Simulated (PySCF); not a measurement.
Input

```
{"job": {"kind": "nmr", "xc": "PBE0", "basis": "pcSseg-1"}, "charge": 0, "multiplicity": 1}
C      1.994446     0.022328     0.056227
O      0.789072    -0.502083    -0.475087
C     -0.394836    -0.026038    -0.034556
C     -0.634903     0.919431     0.875855
F      0.285434     1.602785     1.552372
F     -1.841856     1.319113     1.242274
C     -1.520060    -0.750865    -0.754898
F     -1.453379    -2.067553    -0.532092
F     -1.426491    -0.574720    -2.076977
F     -2.738980    -0.357276    -0.395459
H      2.784097    -0.522163    -0.456378
H      2.088891     1.090140    -0.150680
H      2.064177    -0.152613     1.131672
```

Launched as:

```sh
OMP_NUM_THREADS=1 python probes_run.py task.json out
```

Geometry: GFN2-xTB.

Method: PBE0/pcSseg-1, SCF density, gas phase, non-relativistic in PySCF.

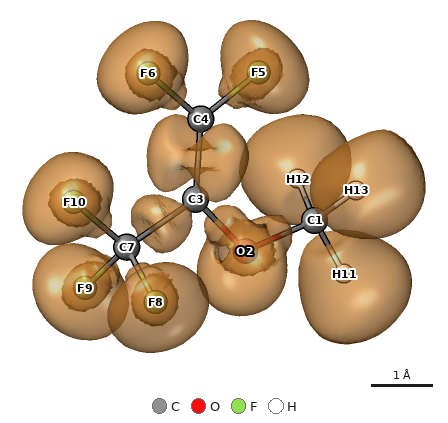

C4H3F5O (SMILES COC(=C(F)F)C(F)(F)F). Isosurface of the electron localisation function at 0.75 (orange), seen at a tilt. Core shells and regions of very low density are left out.

> Describe the localisation domains.

At this value the surface marks out two regions between bonded C–C atoms (shared pairs), three regions around hydrogen nuclei, five regions on F in which the atom's valence shell and bonds are merged and one region on O in which the atom's valence shell and bonds are merged.

Values along the shortest contacts:
C–F (1.32 Å): the ELF peaks at about 0.85 between the atoms, as expected for a shared but strongly polarised pair. C–C (1.33 Å): the ELF peaks at about 0.90 between the atoms (a short, multiple covalent bond).
